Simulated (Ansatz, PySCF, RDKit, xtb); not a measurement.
# Solving SiS2, step by step, part 2 of 2

Given the formula SiS2 and nothing else, which arrangement of the atoms is the most stable in the gas at 400 K, and what are its properties?

xtb, Ansatz and PySCF; isolated molecules. The steps go on from the part before.

## 13. Frequencies after a tight-binding relaxation (GFN2-xTB)

The input, start.xyz:

```xyz
3
c271a
S      0.000000     0.000000    -1.938962
S      0.000000     0.000000     1.938962
Si     0.000000     0.000000     0.000000
```

Command:

```sh
$ xtb start.xyz --gfn 2 --ohess tight
```

Log, shortened:

```text
* xtb version 6.7.1
[...]
          :  # basis functions                  30          :
[...]
          :  # electrons                        16          :
[...]
          :  Hamiltonian                  GFN2-xTB          :
[...]
          :  net charge                          0          :
          :  unpaired electrons                  0          :
[...]
   *** convergence criteria satisfied after 14 iterations ***
[...]
   *** GEOMETRY OPTIMIZATION CONVERGED AFTER 5 ITERATIONS ***
[...]
   *** convergence criteria satisfied after 3 iterations ***
[...]
         ::                     SUMMARY                     ::
         :::::::::::::::::::::::::::::::::::::::::::::::::::::
         :: total energy              -8.270690821114 Eh    ::
         :: gradient norm              0.000202762660 Eh/a0 ::
         :: HOMO-LUMO gap              3.810514815179 eV    ::
         ::.................................................::
         :: SCC energy                -8.326367051210 Eh    ::
         :: -> isotropic ES            0.014295587753 Eh    ::
         :: -> anisotropic ES          0.007578258095 Eh    ::
         :: -> anisotropic XC         -0.029363563102 Eh    ::
         :: -> dispersion             -0.002524675780 Eh    ::
         :: repulsion energy           0.055676230096 Eh    ::
         :: add. restraining           0.000000000000 Eh    ::
         :: total charge              -0.000000000000 e     ::
         :::::::::::::::::::::::::::::::::::::::::::::::::::::
[...]
         8        2.0000           -0.4032563             -10.9732 (HOMO)
         9                         -0.2632225              -7.1627 (LUMO)
[...]
     #   Z          covCN         q      C6AA      α(0)
     1  16          0.883    -0.200   147.536    20.545
     2  16          0.883    -0.200   147.536    20.545
     3  14          1.766     0.400   184.370    28.858
[...]
molecular dipole:
                 x           y           z       tot (Debye)
 q only:        0.000       0.000       0.000
   full:        0.000       0.000       0.000       0.000
molecular quadrupole (traceless):
[...]
          | TOTAL ENERGY               -8.270690821114 Eh   |
          | TOTAL ENTHALPY             -8.261546947319 Eh   |
          | TOTAL FREE ENERGY          -8.290511367426 Eh   |
          | GRADIENT NORM               0.000202801868 Eh/α |
[...]
```

It took 0.079 s on 1 thread of Arm Neoverse V1, shared host.

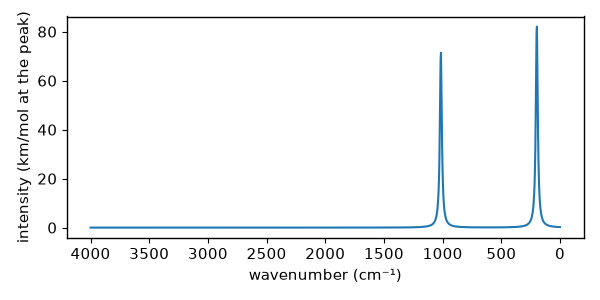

Harmonic infrared spectrum, unscaled, lines broadened by 10 cm⁻¹.

## 14. Electronic excitations (TD-B3LYP/def2-SVPD)

An in-house driver calls PySCF's response routines at TD-B3LYP/def2-SVPD; it has no typed input.

Log:

```text
coarse grid: 4872 points
cycle   1  E = -1085.4673514273  dE =  3.493e-01  |g| = 4.252e-01  |ddm| = 2.318e+00
cycle   2  E = -1085.2489318555  dE =  2.184e-01  |g| = 9.151e-01  |ddm| = 1.718e+00
cycle   3  E = -1085.5333318535  dE = -2.844e-01  |g| = 4.199e-02  |ddm| = 1.163e+00
cycle   4  E = -1085.5338244783  dE = -4.926e-04  |g| = 1.736e-02  |ddm| = 7.290e-02
cycle   5  E = -1085.5339325990  dE = -1.081e-04  |g| = 1.350e-03  |ddm| = 2.463e-02
cycle   6  E = -1085.5339332360  dE = -6.370e-07  |g| = 8.538e-05  |ddm| = 1.937e-03
final grid: 35424 points
cycle   7  E = -1085.6394093389  dE = -1.526e-06  |g| = 3.884e-04  |ddm| = 2.213e-02
cycle   8  E = -1085.6394092431  dE =  9.581e-08  |g| = 6.270e-04  |ddm| = 1.110e-03
cycle   9  E = -1085.6394093763  dE = -1.332e-07  |g| = 9.245e-05  |ddm| = 8.949e-04
cycle  10  E = -1085.6394093793  dE = -3.002e-09  |g| = 7.685e-06  |ddm| = 1.525e-04
cycle  11  E = -1085.6394093793  dE = -1.910e-11  |g| = 2.251e-06  |ddm| = 1.619e-05
converged SCF energy = -1085.6394093793

Static polarisability (au): isotropic 70.468, principal 51.628 51.628 108.147

Singlet excitations
state   eV       nm        f      main configurations
  1   3.9921    310.6   0.00000   H-1->L 0.59, H->L 0.40
  2   3.9921    310.6   0.00000   H->L 0.59, H-1->L 0.40
  3   4.4743    277.1   0.00000   H-1->L+2 0.49, H->L+1 0.49
  4   4.6236    268.2   0.00000   H->L+1 0.36, H-1->L+2 0.36, H-1->L+1 0.14
  5   4.6236    268.2   0.00000   H->L+2 0.36, H-1->L+1 0.36, H->L+1 0.14
  6   5.3166    233.2   0.04458   H-3->L 0.99
  7   5.3166    233.2   0.04458   H-2->L 0.99
  8   5.5749    222.4   0.00000   H-3->L+2 0.48, H-2->L+1 0.48

Triplet excitations (Tamm-Dancoff, eV): 3.6290 3.6290 3.9341
```

Run time: 3.3 s. Hardware: 1 thread of Arm Neoverse V1, shared host.

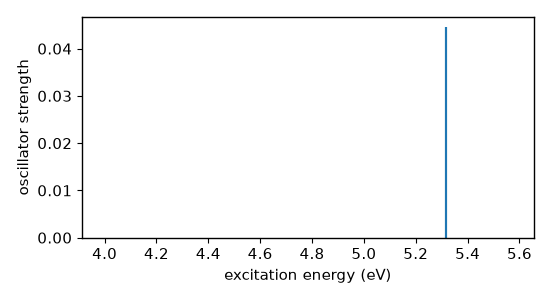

Vertical excitations as sticks.

The roots found:

```
excited state  energy (eV)  strength
            1        3.992    0.0000
            2        3.992    0.0000
            3        4.474    0.0000
            4        4.624    0.0000
            5        4.624    0.0000
            6        5.317    0.0446
            7        5.317    0.0446
            8        5.575    0.0000
```

## 15. NMR shieldings (GIAO PBE0/pcSseg-1)

An in-house driver calls PySCF's response routines at GIAO PBE0/pcSseg-1; it has no typed input.

Log:

```text
coarse grid: 4872 points
cycle   1  E = -1085.3840009193  dE =  3.674e-01  |g| = 4.311e-01  |ddm| = 2.102e+00
cycle   2  E = -1085.2101911688  dE =  1.738e-01  |g| = 8.748e-01  |ddm| = 1.445e+00
cycle   3  E = -1085.4510521054  dE = -2.409e-01  |g| = 3.177e-02  |ddm| = 9.568e-01
cycle   4  E = -1085.4512658721  dE = -2.138e-04  |g| = 1.347e-02  |ddm| = 4.626e-02
cycle   5  E = -1085.4513239345  dE = -5.806e-05  |g| = 1.455e-03  |ddm| = 1.704e-02
cycle   6  E = -1085.4513243538  dE = -4.192e-07  |g| = 1.169e-04  |ddm| = 1.774e-03
final grid: 35424 points
cycle   7  E = -1085.4719145085  dE = -5.405e-06  |g| = 5.386e-03  |ddm| = 1.832e-02
cycle   8  E = -1085.4719001547  dE =  1.435e-05  |g| = 8.547e-03  |ddm| = 1.481e-02
cycle   9  E = -1085.4719216319  dE = -2.148e-05  |g| = 9.454e-04  |ddm| = 1.012e-02
cycle  10  E = -1085.4719219381  dE = -3.062e-07  |g| = 3.263e-05  |ddm| = 1.150e-03
cycle  11  E = -1085.4719219385  dE = -3.236e-10  |g| = 6.411e-06  |ddm| = 5.106e-05
converged SCF energy = -1085.4719219385

GIAO shielding tensors (ppm)
atom      isotropic    diamagn.    paramagn.     s11        s22        s33       span
  0 S      583.081    1057.886    -474.806    343.053    343.053   1063.136    720.083
  1 S      583.081    1057.886    -474.806    343.053    343.053   1063.136    720.083
  2 Si     186.717     883.772    -697.056   -164.056   -164.056    888.262   1052.317
```

Wall time 2.9 s (1 thread of Arm Neoverse V1, shared host).

Isotropic shieldings, averaged over atoms that the bond graph makes equivalent (absolute, not shifts):

```
 atoms  shielding (ppm)
S1, S2            583.1
   Si3            186.7
```

## 16. The cation at the same geometry (PBE0/def2-TZVPD)

The input, input.yaml:

```yaml
crystal:
  periodic: [false, false, false]
  atoms:
    - {symbol: S, position_ang: [0.000000, 0.000000, -1.938962]}
    - {symbol: S, position_ang: [0.000000, 0.000000, 1.938962]}
    - {symbol: Si, position_ang: [0.000000, 0.000000, 0.000000]}
basis:
  gaussian: {orbitals: def2-TZVPD}
total_charge: 1
magnetization: {spin_polarized: true, initial_magnetization: 1}
hamiltonian: {xc: pbe0}
```

Command:

```sh
$ ansatz run input.yaml --threads 1 --pin off --max-ram 2610MiB --events-out events.jsonl --progress --plain --runs-dir runs
```

Log:

```text
Warning: RAYON_NUM_THREADS=1 ignored (pool sized by the plan → 1); use --threads N
[... 2 set-up lines as earlier in the session ...]
  parameter a = 0.25
  parameter kappa = 0.804
  parameter beta = 0.06672455060314922
  exchange = (1 - a)*pbe_x(kappa = kappa, mu = beta*pi^2/3) + a*exact_x
  correlation = pbe_c(beta = beta)
926 factors; their error is unknown
mean field evaluation 1: about -29527.4242 eV, gradient 1.9e1 eV
mean field evaluation 2: about -29527.7811 eV, gradient 1.8e1 eV
mean field evaluation 4: about -29529.3051 eV, gradient 9.9e-1 eV
mean field evaluation 8: about -29529.3783 eV, gradient 2.9e-2 eV
mean field evaluation 16: about -29529.3783 eV, gradient 7.0e-6 eV
mean field -29529.37830223 eV, -1085.1846368755 hartree, gradient 5.6e-6 eV, S^2 0.795837; 2 other end points of the search recorded, 0 dependent functions left out
reference -29529.37833101 eV, -1085.1846379331 hartree; 23, 22 occupied and 112, 113 virtual orbitals, 926 factors
Total energy: -29529.37833101 eV, -1085.1846379331 hartree
```

Wall time 11 s (1 thread of Arm Neoverse V1, shared host).

Difference from the parent: 10.17 eV.

## 17. The anion at the same geometry (PBE0/def2-TZVPD)

The input, input.yaml:

```yaml
basis:
  gaussian:
    orbitals: def2-TZVPD
crystal:
  periodic: [false, false, false]
  atoms:
    - {symbol: S, position_ang: [0.000000, 0.000000, -1.938962]}
    - {symbol: S, position_ang: [0.000000, 0.000000, 1.938962]}
    - {symbol: Si, position_ang: [0.000000, 0.000000, 0.000000]}
total_charge: -1
magnetization:
  spin_polarized: true
  initial_magnetization: 1
hamiltonian:
  xc: pbe0
scf:
  lower_state_search: off
```

Command:

```sh
$ ansatz run input.yaml --threads 1 --pin off --max-ram 2610MiB --events-out events.jsonl --progress --plain --runs-dir runs
```

Log, shortened:

```text
Warning: RAYON_NUM_THREADS=1 ignored (pool sized by the plan → 1); use --threads N
[... 2 set-up lines as earlier in the session ...]
[...]
926 factors; their error is unknown
[...]
mean field -29540.37763495 eV, -1085.5888548974 hartree, gradient 3.5e-6 eV, S^2 0.759371; 0 other end points of the search recorded, 0 dependent functions left out
reference -29540.37766168 eV, -1085.5888558797 hartree; 24, 23 occupied and 111, 112 virtual orbitals, 926 factors
Total energy: -29540.37766168 eV, -1085.5888558797 hartree
Checks for a lower state left out: stability, starts, cluster_reference, orbital_swaps, neighbouring_geometries, increment
```

Wall time 5.4 s (1 thread of Arm Neoverse V1, shared host).

Parent less the species with the added electron: 0.83 eV.

## 18. The triplet at the same geometry (PBE0/def2-TZVPD)

The input, input.yaml:

```yaml
crystal:
  periodic: [false, false, false]
  atoms:
    - {symbol: S, position_ang: [0.000000, 0.000000, -1.938962]}
    - {symbol: S, position_ang: [0.000000, 0.000000, 1.938962]}
    - {symbol: Si, position_ang: [0.000000, 0.000000, 0.000000]}
basis:
  gaussian:
    orbitals: def2-TZVPD
magnetization:
  spin_polarized: true
  initial_magnetization: 2
hamiltonian:
  xc: {name: PBE0}
```

Command:

```sh
$ ansatz run input.yaml --threads 1 --pin off --max-ram 2610MiB --events-out events.jsonl --progress --plain --runs-dir runs
```

Log, shortened:

```text
Warning: RAYON_NUM_THREADS=1 ignored (pool sized by the plan → 1); use --threads N
[... 7 set-up lines as earlier in the session ...]
926 factors; their error is unknown
mean field evaluation 1: about -29534.9368 eV, gradient 1.3e1 eV
mean field evaluation 2: about -29535.3203 eV, gradient 1.0e1 eV
mean field evaluation 4: about -29535.8084 eV, gradient 1.2e0 eV
mean field evaluation 8: about -29535.8795 eV, gradient 1.0e-2 eV
mean field evaluation 16: about -29535.8795 eV, gradient 3.1e-5 eV
mean field evaluation 32: about -29535.8009 eV, gradient 3.0e0 eV
mean field -29535.87952790 eV, -1085.4235525121 hartree, gradient 4.2e-6 eV, S^2 2.019378; 3 other end points of the search recorded, 0 dependent functions left out
reference -29535.87957173 eV, -1085.4235541228 hartree; 24, 22 occupied and 111, 113 virtual orbitals, 926 factors
Total energy: -29535.87957173 eV, -1085.4235541228 hartree
```

Run time: 26 s. Hardware: 1 thread of Arm Neoverse V1, shared host; peak memory 0.48 GiB.

It lies 3.66 eV above the singlet.

## 19. Stability of the closed-shell solution (PBE0/def2-SVP)

The input, job.py:

```python
from pyscf import gto, dft

mol = gto.M(
    atom=[
    ('S', (0.000000, 0.000000, -1.938962)),
    ('S', (0.000000, 0.000000, 1.938962)),
    ('Si', (0.000000, 0.000000, 0.000000)),
],
    max_memory=1860,
    verbose=3,
    charge=0,
    basis='def2-svp',
    spin=0,
)

calc0 = dft.RKS(mol)
calc0.xc = 'pbe0'
calc0 = calc0.density_fit(auxbasis='def2-universal-jkfit')
calc0.max_cycle = 100
calc0.grids.level = 3
calc0.kernel()
if not calc0.converged:
    calc0 = calc0.newton().run(calc0.mo_coeff, calc0.mo_occ)

energy = calc0.e_tot
print(f'total energy: {energy:.8f} hartree')
mo_i, mo_e, stable_i, stable_e = calc0.stability(internal=True, external=True, return_status=True)
print('stable: internal', stable_i, 'external', stable_e)
```

Command:

```sh
$ OMP_NUM_THREADS=1 python job.py
```

Log:

```text
converged SCF energy = -1085.17932030294
total energy: -1085.17932030 hartree
<class 'pyscf.df.df_jk.DFRKS'> wavefunction is stable in the internal stability analysis
<class 'pyscf.df.df_jk.DFRKS'> wavefunction is stable in the real -> complex stability analysis
<class 'pyscf.df.df_jk.DFRKS'> wavefunction is stable in the RHF/RKS -> UHF/UKS stability analysis
stable: internal True external True
```

It took 22 s on 1 thread of Arm Neoverse V1, shared host.

## 20. Outcome

The summary covers parts 1 to 2.

```
                                               quantity                                                                  value
                                 lowest structure found                                                 S=[Si]=S, singlet, D∞h
                                          next finalist                     [Si]1[S][S]1 ‡, singlet, 17.4 kcal/mol higher in G
              share at equilibrium, among the finalists                                                                100.0 %
                                                 funnel  6 starts, 3 minima at GFN2-xTB, 5 screening runs, 3 relaxed, 3 ranked
                                   CPU time of all runs                                                                3.9 min
harmonic wavenumbers, lowest and highest (B3LYP/6-31G*)                                                       161 and 902 cm⁻¹
                    rotational constants, same geometry                                                           0.06993 cm⁻¹
                        dipole moment (PBE0/def2-TZVPD)                                                                 0.00 D
                          HOMO energy (PBE0/def2-TZVPD)                                                               -8.14 eV
                          LUMO energy (PBE0/def2-TZVPD)                                                               -2.50 eV
                        HOMO–LUMO gap (PBE0/def2-TZVPD)                                                                5.64 eV
                 lowest excitation (TD-B3LYP/def2-SVPD)                                                    3.99 eV (f = 0.000)
    lowest triplet excitation, same level, Tamm-Dancoff                                                                3.63 eV
                             vertical ionisation energy                                                               10.17 eV
                             vertical electron affinity                                                                0.83 eV
                          vertical triplet less singlet                                                               +3.66 eV
```

**Reading.** The search ends on `S=[Si]=S`. The margin of 17.4 kcal/mol over the next finalist is beyond the usual error of the last level; it says nothing of structures that weren't ranked. r2SCAN-D4/def2-SVP, B3LYP/6-31G*, HF/def2-TZVPP and MP2/def2-TZVPP already put its bonding pattern lowest among the structures in one piece. The largest share of the time went into the spin checks (20 %). Lowest found is not proven lowest: the search is finite, and each finalist counts with one conformer.

‡ marks the bonded skeleton alone, with all bonds drawn single: no Lewis structure was assigned that passes a check against the bond lengths.
